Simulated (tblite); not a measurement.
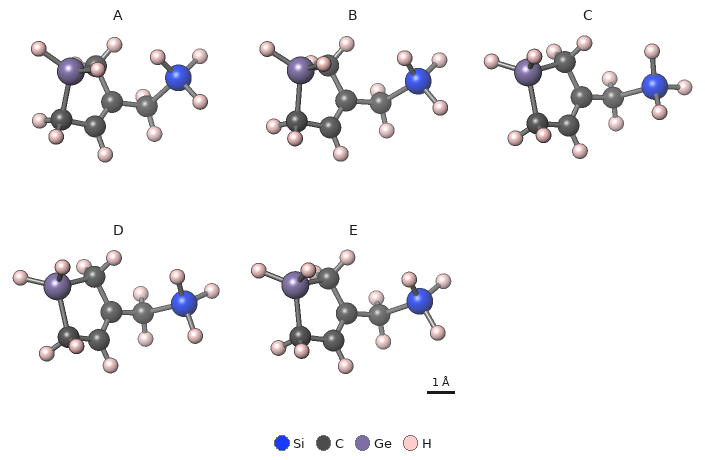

5 geometries from one relaxation of C5H12GeSi, in shuffled order. Style: ball-and-stick. Shown from a free direction.

All numbers below come from GFN2-xTB geometry optimisation, gas phase in tblite 0.8.0. 

### Put them in the order of the run, from the start to the converged end.

A, B, E, D, C. They are steps 0, 34, 52, 94, 120, at +72.2 kJ/mol, +10.0 kJ/mol, +4.04 kJ/mol, +1.81 kJ/mol relative to the last. The largest move after the best rigid fit is that of an H atom, 1.37 Å. Largest moves by element: H 1.37 Å, Ge 0.52 Å, Si 0.42 Å, C 0.40 Å. Some distances before and after: C–H 1.147 → 1.082 Å, C–C 1.264 → 1.327 Å, C–Si 1.865 → 1.909 Å, Ge–H 1.544 → 1.506 Å. Bond angles that change, for instance: H–Ge–H 116.4° → 106.2°, H–C–H 114.4° → 106.7°, Ge–C–H 105.6° → 112.4°. Groups turn about C–Si by about 45°, C–C by about 20°. Over 120 geometry steps the energy falls by 72.2 kJ/mol. The run took 0.8 s on 1 thread of Arm Neoverse V2, with other jobs on the host.
